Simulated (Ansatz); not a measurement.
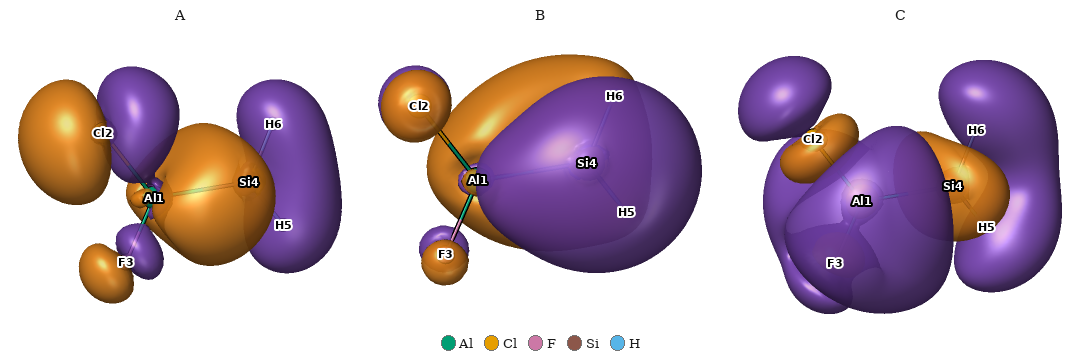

AlClFH2Si (SMILES [F][Al]([SiH2])[Cl]) (doublet). Three frontier orbitals at ±0.04 Å⁻³ᐟ² (orange and purple are the two phases), in no order.

Geometry: r2SCAN-D4/def2-SVP.

Method: isolated molecule in a Gaussian basis; Kohn-Sham density functional theory, functional PBE0 (Ansatz).

```yaml
atoms:
  - { symbol: Al, position_ang: [0.7364, 0.0400, -0.5485] }
  - { symbol: Cl, position_ang: [1.1934, -1.9627, -0.9600] }
  - { symbol: F, position_ang: [-0.3480, 0.8027, -1.5519] }
  - { symbol: Si, position_ang: [1.7944, 1.2300, 1.1977] }
  - { symbol: H, position_ang: [1.3294, 2.5745, 1.6390] }
  - { symbol: H, position_ang: [2.6009, 0.5266, 2.2338] }
```

Q: Which picture is the HOMO−1, the HOMO and the LUMO? All are α orbitals.

A: A is the HOMO−1 (α) (−9.14 eV). Its weight (Hirshfeld) is mainly on Si4 (about 35 %), Cl2 (about 35 %), Al1 (about 20 %) and H5 (about 5 %). B is the HOMO (α) (−6.55 eV). Its weight (Hirshfeld) is mainly on Si4 (about 75 %) and Al1 (about 15 %). C is the LUMO (α) (−1.17 eV). It lies mainly on Al1 (about 50 %), Si4 (about 20 %), Cl2 (about 10 %) and H6 (about 5 %).

Q: What is the gap between the highest occupied and lowest empty α orbitals?

A: 5.38 eV between the orbital energies.
